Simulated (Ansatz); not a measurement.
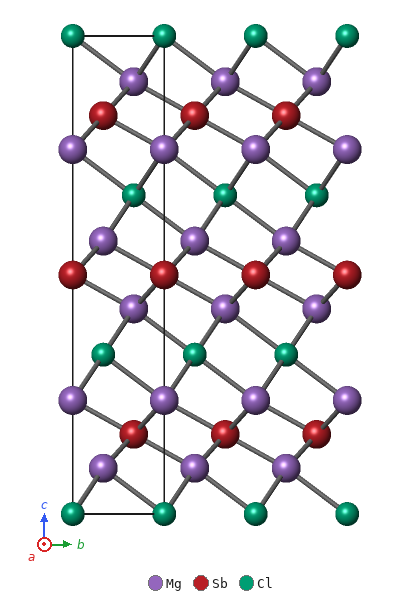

Projection along an edge of the hexagonal mesh, stacking direction c upwards. Every atom sits on one of the three columns of the mesh; call them A, B, C in the order in which they first turn up. The sequence starts with the first layer at or above the cell's origin.

The compound is Mg₂SbCl, taken as the end point of a relaxation with DFT PBE, scalar-relativistic, plane waves, PAW in Ansatz 0.2.0; the starting structure was generated, so it need not be a known form of this composition.

Give the sequence of layers in one repeat, with element and column.

Cl(A) – Mg(B) – Sb(C) – Mg(A) – Cl(B) – Mg(C) – Sb(A) – Mg(B) – Cl(C) – Mg(A) – Sb(B) – Mg(C) (twelve layers in 19.40 Å).
